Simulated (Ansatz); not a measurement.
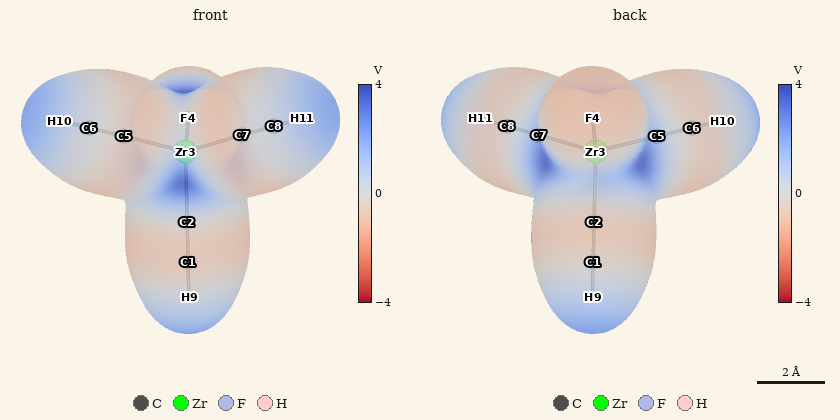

C$_{6}$H$_{3}$FZr (SMILES C#[C][Zr]([F])([C]#C)[C]#C). The molecular electrostatic potential painted on the density surface at 0.002 e/bohr³, seen from the front and from behind; red is negative and blue positive.

Geometry: PBE0-D4/def2-TZVP; core potentials replace the inner electrons of Zr.

Level of theory: RKS PBE0-D4/def2-TZVPP (Ansatz 0.2.0).

The calculation's input:

```
crystal:
  periodic: [false, false, false]
  atoms:
    - {symbol: C, position_ang: [-0.567361, 0.258895, 3.149830]}
    - {symbol: C, position_ang: [-0.622813, 0.220521, 1.935780]}
    - {symbol: Zr, position_ang: [-0.698493, 0.146795, -0.232714]}
    - {symbol: F, position_ang: [-2.451190, 0.514931, -0.814111]}
    - {symbol: C, position_ang: [0.663277, 1.625502, -1.052909]}
    - {symbol: C, position_ang: [1.435056, 2.448799, -1.505691]}
    - {symbol: C, position_ang: [-0.110762, -1.831074, -0.908207]}
    - {symbol: C, position_ang: [0.228524, -2.938014, -1.279745]}
    - {symbol: H, position_ang: [-0.517409, 0.292281, 4.215624]}
    - {symbol: H, position_ang: [2.113596, 3.171036, -1.902539]}
    - {symbol: H, position_ang: [0.527565, -3.909670, -1.605308]}
basis:
  gaussian: {orbitals: def2-TZVPP}
hamiltonian: {xc: pbe0, dispersion: d4}
output: {orbitals: {seedname: orbitals}}
```

Run with:

```sh
ansatz run in.yaml --threads 4 --pin off --events-out ev --progress --plain --max-ram 11315MiB
```

> Describe the electrostatic potential map.

The most negative region (about −1.0 V) lies over F4, the most positive (about +3.3 V) over Zr3.
